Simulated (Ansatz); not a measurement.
# Phonons of ZrB (Fm-3m) against volume

Wanted: mode Grüneisen parameters of ZrB (Fm-3m).

Calculated with Ansatz 0.2.0; DFT PBEsol, scalar-relativistic, plane waves, PAW; PAW set soft_1.

**1. The structure**

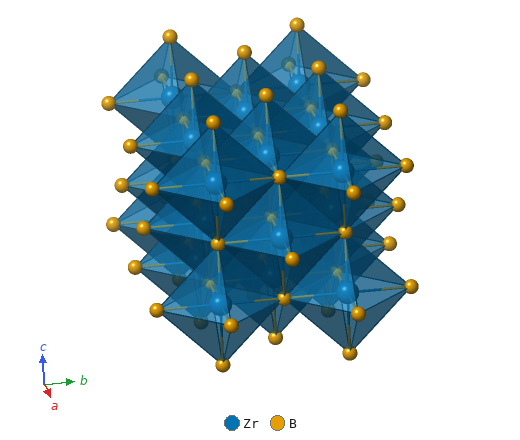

Start, viewed slightly off an axis; zirconium blue, boron orange. 2×1×1 cells are drawn. This picture shows the conventional cell, with its axes. Some periodic images of atoms are drawn too.

Structure file:

```cif
data_structure
_symmetry_space_group_name_H-M 'Fm-3m'
_symmetry_Int_Tables_number 225
_cell_length_a 4.8626
_cell_length_b 4.8626
_cell_length_c 4.8626
_cell_angle_alpha 90.000
_cell_angle_beta 90.000
_cell_angle_gamma 90.000
_cell_volume 114.98
loop_
_atom_site_label
_atom_site_type_symbol
_atom_site_symmetry_multiplicity
_atom_site_Wyckoff_symbol
_atom_site_fract_x
_atom_site_fract_y
_atom_site_fract_z
_atom_site_occupancy
Zr1 Zr 4 a 0.00000 0.00000 0.00000 1
B1 B 4 b 0.50000 0.00000 0.00000 1
```

**2. The dispersion**

The cell comes from relaxations at this level that are not shown. Stability and thermal properties need the whole zone. Linear response on a 4×4×4 q mesh gives force constants as far as a supercell of that size would.

input.yaml

```yaml
crystal:
  lattice:
    - [0.0, 2.431305017, 2.431305017]
    - [2.431305017, 0.0, 2.431305017]
    - [2.431305017, 2.431305017, 0.0]
  atoms:
    - { symbol: Zr, position: [0.0, 0.0, 0.0] }
    - { symbol: B, position: [0.5, 0.5, 0.5] }
kpoints:
  mp_grid: { grid: [16, 16, 16] }
hamiltonian:
  xc: pbesol
  pseudopotentials: { kind: paw, azcp: { folder: soft_1 }, xc_functional: pbe }
scf:
  occupations: { method: methfessel_paxton, width: 0.2 }
output:
  eigenvalues: true
phonons:
  method: dfpt
  qmesh: [4, 4, 4]
  temperatures: { t_max: 1000, t_step: 50 }
  qpath:
    path:
      - [[0.0, 0.0, 0.0], [0.5, 0.0, 0.5], [0.625, 0.25, 0.625]]
      - [[0.375, 0.375, 0.75], [0.0, 0.0, 0.0], [0.5, 0.5, 0.5], [0.5, 0.25, 0.75], [0.5, 0.0, 0.5]]
    npoints: 10
```

Launch:

```
> ansatz run input.yaml --threads 4 --pin off --max-ram 10240MiB --backend cpu --events-out ev --progress --plain --runs-dir out
```

Numbers of over 12 decimals in the logs are rounded to 6 here.

Output:

```text
Engine: ansatz 0.2.0, aarch64-unknown-linux-gnu
Pseudopotentials: kind: paw
Pseudopotential: Zr, paw, valence charge 12, recommended cutoff 420 eV (normal), soft_1/Zr.paw.azcp
Pseudopotential: B, paw, valence charge 3, recommended cutoff 420 eV (normal), soft_1/B.paw.azcp
Functional definition: PBEsol
  exchange = pbesol_x
  correlation = pbesol_c
Crystal: 2 atoms, lattice volume = 28.744 Å³
Basis set: ecut = 420 eV, 537 PW (Γ), exchange–correlation on 48×48×48 points (8 copies of the dense FFT grid, shifted against one another)
Bands: 12, of which v1, the nominal top of the filled ones, is band 8 counted from 1 (7 counted from 0)
Symmetry: 48 space group operations
k-points: 145 of 4096
Non-local potential: Zr, projectors of the file, l = 0: 3, l = 1: 2, l = 2: 2, l = 3: 1
Non-local potential: B, projectors of the file, l = 0: 2, l = 1: 2, l = 2: 1
PAW form: soft (Blöchl's): semilocal exchange-correlation on the pseudo side does not see the compensation charge
PAW frozen core: Zr, regenerated for the run's functional, and the local potential with it (the file was generated under x = pbe(κ = 0.804, μ = 0.219515), c = pbe(β = 0.066725))
PAW frozen core: B, regenerated for the run's functional, and the local potential with it (the file was generated under x = pbe(κ = 0.804, μ = 0.219515), c = pbe(β = 0.066725))
PAW one-centre angular grid: Zr, 590 points (default); XC on 64 Gauss nodes
PAW one-centre angular grid: B, 110 points (default); XC on 64 Gauss nodes
Initial density: superposition of atomic densities (chi_scale 0.1, normalization cell, long waves kept (reshape's long-wave potential 0.00 eV rms))
Initial wavefunctions: pseudopotential atomic-orbital guess
Functional: x = pbesol(κ = 0.804, μ = 0.123457), c = pbesol(β = 0.046)
SCF iter   1: F=—  HF=-4282.555317 eV  |F-HF|=—  |Δ(HF+E_count)|=         —  Δρ=5.60e-2  dr2=1.52e0  ethr=3.10e-3  ⟨swp⟩=5.0  Hψ=8672  notcnv=0
preconditioner: auto → none  [metal: Δε(μ)=0.014 eV  Ē_g=17.710 eV  σ=0.200 eV  W_gap=0.06  n_scr=8 (ndim 8)  ℏωp=25.0 eV  f_vac=0.000  D(μ)=1.13/eV (n_scr^D=14)  sad-step TF]
SCF iter   2: F=—  HF=-4282.338058 eV  |F-HF|=—  |Δ(HF+E_count)|=   2.17e-1  S|Δr|=    0.00e0  Δρ=3.86e-2  dr2=7.28e-1  ethr=3.10e-3  ⟨swp⟩=1.3  Hψ=2945  notcnv=0
SCF iter   3: F=—  HF=-4282.130154 eV  |F-HF|=—  |Δ(HF+E_count)|=   2.08e-1  S|Δr|=    0.00e0  Δρ=3.45e-3  dr2=4.99e-3  ethr=3.10e-3  ⟨swp⟩=2.0  Hψ=2846  notcnv=0
SCF iter   4: F=—  HF=-4282.130321 eV  |F-HF|=—  |Δ(HF+E_count)|=   1.66e-4  S|Δr|=    0.00e0  Δρ=6.94e-4  dr2=1.30e-4  ethr=3.33e-5  ⟨swp⟩=2.1  Hψ=3348  notcnv=0  defer=9
SCF iter   5: F=—  HF=-4282.130279 eV  |F-HF|=—  |Δ(HF+E_count)|=   4.13e-5  S|Δr|=    0.00e0  Δρ=9.92e-5  dr2=2.05e-6  ethr=8.66e-7  ⟨swp⟩=2.0  Hψ=2773  notcnv=0  defer=9
SCF iter   6: F=—  HF=-4282.130279 eV  |F-HF|=—  |Δ(HF+E_count)|=   2.68e-7  S|Δr|=    0.00e0  Δρ=1.94e-5  dr2=5.14e-8  ethr=1.37e-8  ⟨swp⟩=2.6  Hψ=2855  notcnv=0  defer=26
SCF iter   7: F=—  HF=-4282.130279 eV  |F-HF|=—  |Δ(HF+E_count)|=   1.14e-8  S|Δr|=    0.00e0  Δρ=2.48e-6  dr2=1.49e-9  ethr=3.43e-10  ⟨swp⟩=2.4  Hψ=2676  notcnv=0  defer=26
SCF iter   8: F=—  HF=-4282.130279 eV  |F-HF|=—  |Δ(HF+E_count)|=  5.68e-10  S|Δr|=    0.00e0  Δρ=1.91e-7  dr2=1.08e-11  ethr=9.92e-12  ⟨swp⟩=2.0  Hψ=2779  notcnv=0  defer=26
SCF iter   9: F=-4282.130279 eV  HF=-4282.130279 eV  |F-HF|=1.82e-12  |Δ(HF+E_count)|=  5.46e-12  S|Δr|=    0.00e0  Δρ=2.27e-8  dr2=1.72e-13  ethr=1.00e-12  ⟨swp⟩=5.6  Hψ=6227  notcnv=0
SCF 1 converged in 9 iterations: F = -4282.130279 eV  dr2 = 1.72e-13
  greatest PAW one-centre occupation: 0.996 electrons in one spin orbital (limit 2), on the Zr atom at site 0 (counted from 0), in its partial waves of l = 0
phonons: the bands overlap, so this run is a metal and interpolates without the dipole-dipole term. If the crystal is really an insulator or semiconductor, its LO-TO splitting is missing
NSCF: frozen V_eff on 145 k-points
NSCF: frozen V_eff on 349 k-points
DFPT response loops at q = (0, 0, 0) (fractional): preconditioner auto → Kerker (q_TF=auto, 2.448 Å⁻¹) (partly filled bands, converged f_vac=0.000); β = 1.00, the filter's whole step (`scf.mixing.beta` (0.50) is not read by the response loops under this deck's `scf.mixing.preconditioner`; to damp them name `kerker` or `kerker_dos`, under which they read `scf.mixing.beta`, and type it under 1.00, their step now; both keys bind the ground state too); Broyden in place of MSR1
NSCF: frozen V_eff on 4352 k-points
DFPT response loops at q = (0, 0, 0.25) (fractional): mixed as the last ones told, above
NSCF: frozen V_eff on 2196 k-points
DFPT response loops at q = (0, 0, -0.5) (fractional): mixed as the last ones told, above
NSCF: frozen V_eff on 2320 k-points
DFPT response loops at q = (0, 0.25, 0.25) (fractional): mixed as the last ones told, above
NSCF: frozen V_eff on 8192 k-points
DFPT response loops at q = (0, 0.25, -0.5) (fractional): mixed as the last ones told, above
NSCF: frozen V_eff on 4352 k-points
DFPT response loops at q = (0, 0.25, -0.25) (fractional): mixed as the last ones told, above
NSCF: frozen V_eff on 1242 k-points
DFPT response loops at q = (0, -0.5, -0.5) (fractional): mixed as the last ones told, above
NSCF: frozen V_eff on 2320 k-points
DFPT response loops at q = (0.25, -0.5, -0.25) (fractional): mixed as the last ones told, above
SCF converged after 9 iterations
Stability not checked: this state was not tested for a lower state beside it, because cold or Methfessel-Paxton smearing, or corrected tetrahedra, fill the levels in a way that the test cannot read (fill_not_monotonic; see scf.lower_state_search)
Free energy (F): -4282.130279 eV
Harris-Foulkes:  -4282.130279 eV  (|F-HF|=1.82e-12)
Internal energy: -4282.131182 eV  (E = F + TS)
E sigma→0 (E₀):  -4282.130505 eV
Entropy (-TS):   0.000903 eV (0.451 meV/atom)
Fermi energy:    12.384708 eV
--- Per-component energies (eV) ---
  E_band       = -77.856126
  E_kinetic    = 362.642739
  E_local      = -601.618859  (includes V_loc(G=0)·N_el)
  E_nonlocal   = 85.084170
  E_hartree    = 197.312941
  E_xc         = -186.145641
  E_vxc        = -220.745954  (∫ρ·V_xc dr)
  E_paw        = -2984.762007  (= ΣΔE_a)
  E_vpaw       = -97.844096  (= ΣTr[D̂ρ^β])
  E_aug_tail   = -0.000019  (compensation charges beyond the density's cutoff)
  E_ewald      = -1154.824939
  E_core_change = 0.180432  (= ΣΔE_core)
  E_smearing   = 0.000903  (= −TS)
  E_closure    = 0.000000  (closes the sum)
  Σ components = -4282.130279   (vs F -4282.130279, Δ=0.00e0)
--- Band table (eV; the first three rows and the last of 145) ---
  k-point 0: bands = [... 4 lower, 4.3088, 14.1325, 14.1325, 14.1325, 15.6124, 15.6124, 15.9087, 15.9087]
  k-point 1: bands = [... 4 lower, 4.3996, 13.8316, 14.0902, 14.0902, 14.9101, 14.9101, 16.0475, 16.8332]
  k-point 2: bands = [... 4 lower, 4.6651, 13.1558, 13.6211, 13.6211, 14.7497, 14.7497, 16.2898, 17.9940]
  k-point 144: bands = [... 4 lower, 7.0601, 11.3211, 11.3211, 11.4877, 16.9463, 16.9463, 18.3005, 19.4241]
--- Phonons (Γ-DFPT): 2 representative perturbations + reference (Σ response iterations 6) ---
  ASR residual: 2.438e-5 → 0.000e0 eV/Å²; symmetrization residual: 4.786e-7 eV/Å²
  ASR residual per site (eV/Å²): 2.44e-5 3.34e-6
  Γ frequencies (cm⁻¹): 0.00 0.00 0.00 442.85 442.85 442.85
--- Phonons (arbitrary-q DFPT): 8 irreducible q on the 4×4×4 mesh ---
  q = [0.0000, 0.0000, 0.0000] (star 1, of the zone-centre solve; hermiticity 1.37e-7, symmetrization 7.19e-14): -0.00 0.00 0.00 442.85 442.85 442.85
  q = [0.0000, 0.0000, 0.2500] (star 8, 2 solved perturbations on 2176 of 4096 k-point pairs; hermiticity 7.73e-8, symmetrization 5.31e-14): 131.14 131.14 172.94 451.18 451.18 476.31
  q = [0.0000, 0.0000, -0.5000] (star 4, 2 solved perturbations on 1098 of 4096 k-point pairs; hermiticity 1.51e-8, symmetrization 7.55e-9): 198.78 199.75 199.75 424.34 424.34 466.70
  q = [0.0000, 0.2500, 0.2500] (star 6, 4 solved perturbations in 3616 linear systems a pass and spin channel, the states on 1160 of 4096 k-point pairs; hermiticity 1.22e-7, symmetrization 1.94e-14): 98.83 98.83 200.33 454.31 469.51 469.51
  q = [0.0000, 0.2500, -0.5000] (star 24, 4 solved perturbations in 12544 linear systems a pass and spin channel, the states on 4096 of 4096 k-point pairs; hermiticity 7.74e-8, symmetrization 3.58e-8): 171.42 183.15 210.40 444.15 454.78 505.90
  q = [0.0000, 0.2500, -0.2500] (star 12, 4 solved perturbations in 6672 linear systems a pass and spin channel, the states on 2176 of 4096 k-point pairs; hermiticity 1.06e-7, symmetrization 2.93e-14): 148.86 196.32 198.32 410.28 457.02 481.87
  q = [0.0000, -0.5000, -0.5000] (star 3, 4 solved perturbations in 1940 linear systems a pass and spin channel, the states on 621 of 4096 k-point pairs; hermiticity 1.07e-7, symmetrization 1.30e-8): 156.47 156.47 217.66 442.50 442.50 536.83
  q = [0.2500, -0.5000, -0.2500] (star 6, 4 solved perturbations in 3498 linear systems a pass and spin channel, the states on 1160 of 4096 k-point pairs; hermiticity 7.51e-8, symmetrization 8.06e-9): 188.42 188.42 196.58 413.43 487.63 487.63
  sum rule: each row above includes the acoustic sum rule's correction from the zone centre's row sums; it moved no ω² by more than (0.29 cm⁻¹)²
  mesh force constants: q→R imaginary residual 3.19e-18; ASR residual 2.438e-5 → 0.000e0 eV/Å²; symmetrization residual 1.421e-14 eV/Å²
  interpolated dispersion: 62 rows × 6 modes
  density of states and harmonic sums: on the 24×24×24 q-mesh, interpolated from the force constants of a 4×4×4 supercell (no non-analytic term)
  largest difference from the sums on the solved wave vectors: F 1.13e-2 eV, S 1.53e-5 and C_V 4.02e-6 eV/K
  zero-point energy: 0.118150 eV/cell   skipped modes (ω ≤ 0): 3   left out of the sums: 3.62e-5 of the cell's modes: C_V's classical limit lies that fraction below 3 k_B per atom; for a crystal, a wire or a layer, F and S can be off by more, and a phonons.interpolated_qmesh denser along its periods is the remedy for the sampling
```

Wall time 3.1 min (4 threads of Arm Neoverse V2, shared host); peak memory 3.1 GiB; 12 min of CPU time.

In the SCF lines HF is the Harris–Foulkes energy and dr2 the Hartree energy of the density residual, in eV; the loop may stop once dr2 is under the threshold and the program's other checks hold. Hψ counts applications of the Hamiltonian.

This step gave:

```
volume per atom                                            : 14.37 Å³
gap on the k-mesh                                          : 0 eV
sum-rule residual before enforcement                       : 2.44e-5 eV/Å²
lowest frequency on the path                               : 0 cm⁻¹
point group                                                : m-3m
highest frequency on the path or at a solved wavevector    : 536.8 cm⁻¹
mean frequency                                             : 317.7 cm⁻¹
Debye temperature (second moment)                          : 650 K
logarithmic mean frequency                                 : 279.4 cm⁻¹
highest optical mode at the zone centre (no LO-TO term)    : 442.9 cm⁻¹
lowest optical zone-centre mode                            : 442.9 cm⁻¹
lowest mode on the q mesh (acoustic modes at Γ apart)      : 98.83 cm⁻¹
zero-point energy per atom                                 : 59.08 meV
heat capacity at 300 K                                     : 20.17 J/(mol atoms K)
vibrational entropy at 300 K                               : 20.28 J/(mol atoms K)
edges of the widest gap between branches, on path and mesh : 217.7, 409.8 cm⁻¹
```

Frequencies (cm⁻¹) solved at each irreducible wavevector; negative means imaginary. Frequencies by wavevector, by row:

```tsv
q in reciprocal lattice units	star	mode 1	mode 2	mode 3	mode 4	mode 5	mode 6
0 0 0	1	0	0	0	442.9	442.9	442.9
0 0 0.25	8	131.1	131.1	172.9	451.2	451.2	476.3
0 0 -0.5	4	198.8	199.8	199.8	424.3	424.3	466.7
0 0.25 0.25	6	98.8	98.8	200.3	454.3	469.5	469.5
0 0.25 -0.5	24	171.4	183.2	210.4	444.1	454.8	505.9
0 0.25 -0.25	12	148.9	196.3	198.3	410.3	457	481.9
0 -0.5 -0.5	3	156.5	156.5	217.7	442.5	442.5	536.8
0.25 -0.5 -0.25	6	188.4	188.4	196.6	413.4	487.6	487.6
```

Symmetry leaves 8 wavevectors to solve. The lowest mode among them, the acoustic zeros apart, lies at q = (0, 0.25, 0.25) and is real, 98.8 cm⁻¹.

**3. Relaxing at another volume, volume ratio 0.97**

The volume is scaled by 0.97 and held; symmetry leaves nothing to relax, so this is a single point. The modes can then be followed against volume.

input.yaml, the sections that differ from step 2:

```yaml
crystal:
  lattice:
    - [0.0, 2.4067447013, 2.4067447013]
    - [2.4067447013, 0.0, 2.4067447013]
    - [2.4067447013, 2.4067447013, 0.0]
  atoms:
    - { symbol: Zr, position: [0.0, 0.0, 0.0] }
    - { symbol: B, position: [0.5, 0.5, 0.5] }
output:
  forces: true
  stress: true
  eigenvalues: true
# kpoints, hamiltonian, scf: as in step 2
# phonons: removed
```

Output:

```text
[...]
Crystal: 2 atoms, lattice volume = 27.882 Å³
Basis set: ecut = 420 eV, 537 PW (Γ), exchange–correlation on 48×48×48 points (8 copies of the dense FFT grid, shifted against one another)
Bands: 12, of which v1, the nominal top of the filled ones, is band 8 counted from 1 (7 counted from 0)
Symmetry: 48 space group operations
[...]
k-points: 145 of 4096
[...]
--- Band table (eV; the first three rows and the last of 145) ---
  k-point 0: bands = [... 4 lower, 4.6879, 14.6079, 14.6079, 14.6079, 16.1582, 16.1582, 16.4223, 16.4223]
  k-point 1: bands = [... 4 lower, 4.7823, 14.2983, 14.5652, 14.5652, 15.4168, 15.4168, 16.5702, 17.3932]
  k-point 2: bands = [... 4 lower, 5.0581, 13.6081, 14.0850, 14.0850, 15.2496, 15.2496, 16.8276, 18.5926]
  k-point 144: bands = [... 4 lower, 7.4706, 11.7755, 11.7755, 11.9142, 17.5280, 17.5280, 18.9662, 20.1468]
[key lines of the parts left out:]
SCF converged after 6 iterations
Free energy (F): -4282.115919 eV
Fermi energy:    12.827428 eV
P = ⅓ Tr σ = 5.4725 GPa (54.725 kbar)
```

The job ended after 0.69 s (4 threads; peak memory 0.34 GiB; 2.2 s of CPU time).

This step gave:

```yaml
pressure: 5.473 GPa
volume_per_atom: 13.94 Å³
```

The run ends at a pressure of 5.47 GPa.

**4. Phonons at the other volume, volume ratio 0.97**

The phonons are repeated at this volume on the same k and q meshes.

Changes to input.yaml since step 3:

```diff
@@ -16,4 +16,11 @@
 output:
-  forces: true
-  stress: true
   eigenvalues: true
+phonons:
+  method: dfpt
+  qmesh: [4, 4, 4]
+  temperatures: { t_max: 1000, t_step: 50 }
+  qpath:
+    path:
+      - [[0.0, 0.0, 0.0], [0.5, 0.0, 0.5], [0.625, 0.25, 0.625]]
+      - [[0.375, 0.375, 0.75], [0.0, 0.0, 0.0], [0.5, 0.5, 0.5], [0.5, 0.25, 0.75], [0.5, 0.0, 0.5]]
+    npoints: 10
```

Output:

```text
[...]
Crystal: 2 atoms, lattice volume = 27.882 Å³
Basis set: ecut = 420 eV, 537 PW (Γ), exchange–correlation on 48×48×48 points (8 copies of the dense FFT grid, shifted against one another)
Bands: 12, of which v1, the nominal top of the filled ones, is band 8 counted from 1 (7 counted from 0)
Symmetry: 48 space group operations
k-points: 145 of 4096
[...]
SCF iter   1: F=—  HF=-4282.547079 eV  |F-HF|=—  |Δ(HF+E_count)|=         —  Δρ=5.76e-2  dr2=1.52e0  ethr=3.10e-3  ⟨swp⟩=5.0  Hψ=8679  notcnv=0
[...]
SCF iter   8: F=-4282.115919 eV  HF=-4282.115919 eV  |F-HF|=0.00e0  |Δ(HF+E_count)|=  1.99e-10  S|Δr|=    0.00e0  Δρ=7.36e-8  dr2=8.31e-13  ethr=1.00e-12  ⟨swp⟩=4.8  Hψ=8036  notcnv=0
SCF 1 converged in 8 iterations: F = -4282.115919 eV  dr2 = 8.31e-13
[...]
NSCF: frozen V_eff on 145 k-points
[...]
SCF converged after 8 iterations
[...]
Free energy (F): -4282.115919 eV
[...]
Internal energy: -4282.116802 eV  (E = F + TS)
E sigma→0 (E₀):  -4282.116139 eV
Entropy (-TS):   0.000883 eV (0.442 meV/atom)
Fermi energy:    12.827379 eV
[...]
--- Band table (eV; the first three rows and the last of 145) ---
  k-point 0: bands = [... 4 lower, 4.6878, 14.6078, 14.6078, 14.6078, 16.1581, 16.1581, 16.4223, 16.4223]
  k-point 1: bands = [... 4 lower, 4.7823, 14.2982, 14.5651, 14.5651, 15.4167, 15.4167, 16.5701, 17.3931]
  k-point 2: bands = [... 4 lower, 5.0581, 13.6081, 14.0850, 14.0850, 15.2495, 15.2495, 16.8276, 18.5925]
  k-point 144: bands = [... 4 lower, 7.4706, 11.7755, 11.7755, 11.9142, 17.5280, 17.5280, 18.9660, 20.1467]
[...]
ASR residual: 9.260e-5 → 0.000e0 eV/Å²; symmetrization residual: 3.853e-7 eV/Å²
  ASR residual per site (eV/Å²): 9.26e-5 5.24e-6
  Γ frequencies (cm⁻¹): 0.00 0.00 0.00 463.34 463.34 463.34
--- Phonons (arbitrary-q DFPT): 8 irreducible q on the 4×4×4 mesh ---
[...]
interpolated dispersion: 62 rows × 6 modes
[...]
```

The job ended after 3 min (4 threads; peak memory 3.1 GiB; 12 min of CPU time).

Numbers from this step:

| Property | Result |
| --- | --- |
| sum-rule residual before enforcement | 9.26e-5 eV/Å² |
| highest frequency on the path or at a solved wavevector | 559.0 cm⁻¹ |
| mean frequency | 330.1 cm⁻¹ |
| Debye temperature (second moment) | 676 K |
| logarithmic mean frequency | 289.8 cm⁻¹ |
| highest optical mode at the zone centre (no LO-TO term) | 463.3 cm⁻¹ |
| lowest optical zone-centre mode | 463.3 cm⁻¹ |
| lowest mode on the q mesh (acoustic modes at Γ apart) | 99.11 cm⁻¹ |
| zero-point energy per atom | 61.4 meV |
| heat capacity at 300 K | 19.86 J/(mol atoms K) |
| vibrational entropy at 300 K | 19.57 J/(mol atoms K) |
| edges of the widest gap between branches, on path and mesh | 223.7, 426.7 cm⁻¹ |

Frequencies (cm⁻¹) solved at each irreducible wavevector; negative means imaginary. Frequencies by wavevector, by row:

```tsv
q in reciprocal lattice units	star	mode 1	mode 2	mode 3	mode 4	mode 5	mode 6
0 0 0	1	0	0	0	463.3	463.3	463.3
0 0 0.25	8	136.9	136.9	180.7	470.9	470.9	493.6
0 0 -0.5	4	209.7	209.7	211.4	441.6	441.6	479.6
0 0.25 0.25	6	99.1	99.1	210.8	471	490.5	490.5
0 0.25 -0.5	24	175.7	188.8	217.8	464	474.1	525.2
0 0.25 -0.25	12	150.8	207.5	207.7	427.1	471.6	503.4
0 -0.5 -0.5	3	156.6	156.6	223.7	463	463	559
0.25 -0.5 -0.25	6	191.4	191.4	206.8	428.3	509.2	509.2
```

The highest optical mode at the zone centre (no LO-TO term) is 463.3 cm⁻¹, +20.5 cm⁻¹ against the base run.

(Part 1 of 2 ends here.)

[Logs are printed without paths, hosts, clocks, repeated set-up lines and the standing remarks that a program may print on its own settings, such as how far it seeks lower states.]

[Hosts, paths, dates, database ids (printed as entryN), source tags and the programs' standing remarks are cut or masked in the printed files.]
